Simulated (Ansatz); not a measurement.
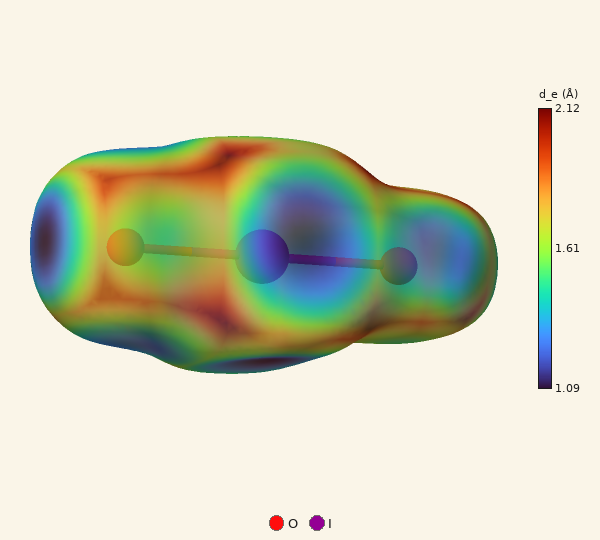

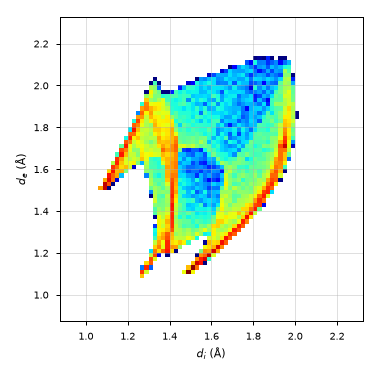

Hirshfeld surface computed for one IO₂ unit (covalently bonded non-metal atoms) in NaIO2 (I4_1/amd), coloured by d_e. The second picture is its fingerprint plot, coloured by area on a logarithmic scale (blue little, red much).

The surface is where the fragment's share of the procrystal density (the sum of the densities of spherically averaged neutral Hartree-Fock atoms) equals one half. d_i and d_e are the distances from the surface to the nearest nucleus inside and outside. From Rb on the atoms have core potentials, so only their outer electrons count.

Origin of the cell: the end point of a relaxation (final pressure about 5 GPa) with Ansatz 0.2.0, DFT, PAW plane waves, pbe; the starting structure was generated, so it need not be a known form of this composition.

```
CELL_PARAMETERS angstrom
5.15439 0.00000 0.00000
0.00000 5.15439 0.00000
0.00000 0.00000 8.96381
ATOMIC_POSITIONS crystal
O 0.50000 0.50000 0.73726
O 0.50000 0.00000 0.98726
O 0.50000 0.00000 0.51274
O 0.00000 0.00000 0.76274
I 0.00000 0.00000 0.00000
I 0.50000 0.00000 0.75000
Na 0.50000 0.50000 0.00000
Na 0.00000 0.50000 0.75000
O 0.00000 0.00000 0.23726
O 0.00000 0.50000 0.48726
O 0.00000 0.50000 0.01274
O 0.50000 0.50000 0.26274
I 0.50000 0.50000 0.50000
I 0.00000 0.50000 0.25000
Na 0.00000 0.00000 0.50000
Na 0.50000 0.00000 0.25000
```

What is the shortest distance from the fragment to an atom outside it?

O–Na, 2.36 Å.

How is the surface shared among contacts (nearest atom inside ··· nearest atom outside)?

O···Na 41 %, I···O 35 %, O···I 20 %, O···O 1.9 %, I···Na 1.5 %. The surface faces 14 neighbours with more than 2 % of its area each: 6 Na + 4 O + 4 I.

Give the size and shape of the surface.

It encloses about 40.3 Å³, has an area of about 66 Å² and a globularity of 0.87 (1 for a sphere).

Where does the fingerprint reach closest to the origin?

The smallest d_i + d_e is about 2.4 Å, which belongs to the shortest contact, O···Na at 2.36 Å; d_e runs from 1.09 to 2.12 Å.
